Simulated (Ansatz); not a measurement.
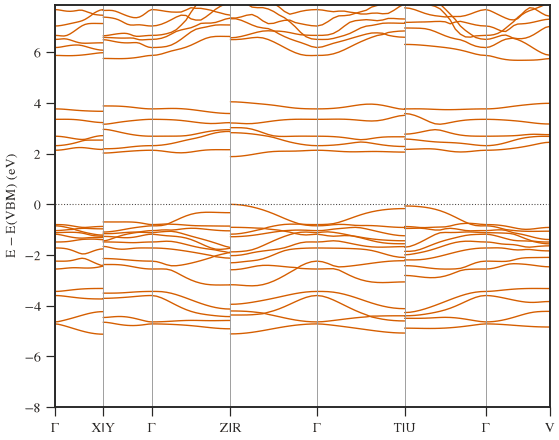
Figure. Band structure from the program Ansatz at the r²SCAN+D4 level (PAW)

**Question.** Read off the gap and where the band edges lie.

**Answer.** About 1.9 eV (1.88 eV by a search for the band edges); maximum at R, minimum at R.

The material is PI2 in space group P-1 (No. 2; P on 2i, I on 2i, I on 2i).

The workflow started from an entry of the Crystallography Open Database (COD, 120 K). Its standing as an ambient phase is unchecked. The cell was relaxed with r²SCAN+D4 under the symmetry of its start; its stability against distortions is not shown here. Spin–orbit coupling is left out wherever it is not named.

Potentials: the later of the program's two PAW sets.
